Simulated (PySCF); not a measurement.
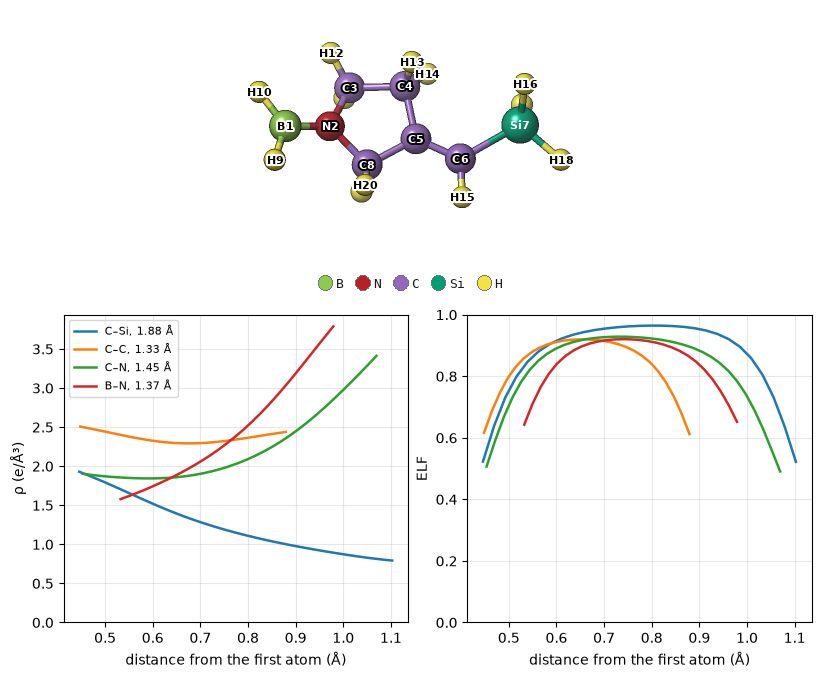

Figure 1: C5H12BNSi. Electron density and ELF along straight lines between neighbouring atoms. The curves leave out the atomic cores. The structure is drawn too.

Geometry: GFN2-xTB.

All numbers below come from PBE0/pcSseg-1, SCF density, gas phase, non-relativistic in PySCF.

The calculation's input:

```
{"job": {"kind": "nmr", "xc": "PBE0", "basis": "pcSseg-1"}, "charge": 0, "multiplicity": 1}
B      2.952382     0.813509    -0.928023
N      1.821658     0.398621    -0.266793
C      1.124661     1.100955     0.793377
C     -0.359230     0.855331     0.504605
C     -0.359843    -0.490651    -0.162699
C     -1.419906    -1.254541    -0.395022
Si    -3.179013    -0.809842     0.084522
C      1.070511    -0.816952    -0.517526
H      3.394216     0.139461    -1.779106
H      3.445065     1.832957    -0.625514
H      1.389822     0.663807     1.766626
H      1.397666     2.155057     0.800787
H     -0.746252     1.606503    -0.188340
H     -0.977166     0.873959     1.401172
H     -1.252814    -2.198312    -0.899975
H     -3.606353     0.404573    -0.617239
H     -3.261916    -0.565685     1.529231
H     -4.054137    -1.927198    -0.272732
H      1.430896    -1.631630     0.130318
H      1.184604    -1.139245    -1.554033
```

Command:

```sh
OMP_NUM_THREADS=1 python probes_run.py task.json out
```

**What kind of bonding do the profiles show?**

C–Si (1.88 Å): ρ at the midpoint is about 0.94 e/Å³; the ELF peaks at about 0.95 between the atoms, as expected for a shared electron pair.
C–C (1.33 Å): the density is about 2.3 e/Å³ at the midpoint; the ELF peaks at about 0.90 between the atoms: a short, multiple covalent bond.
C–N (1.45 Å): ρ is about 1.9 e/Å³ halfway; the ELF peaks at about 0.95 between the atoms: a shared electron pair.
B–N (1.37 Å): the density is about 2 e/Å³ at the midpoint; the ELF peaks at about 0.90 between the atoms: a short, strongly polar bond.
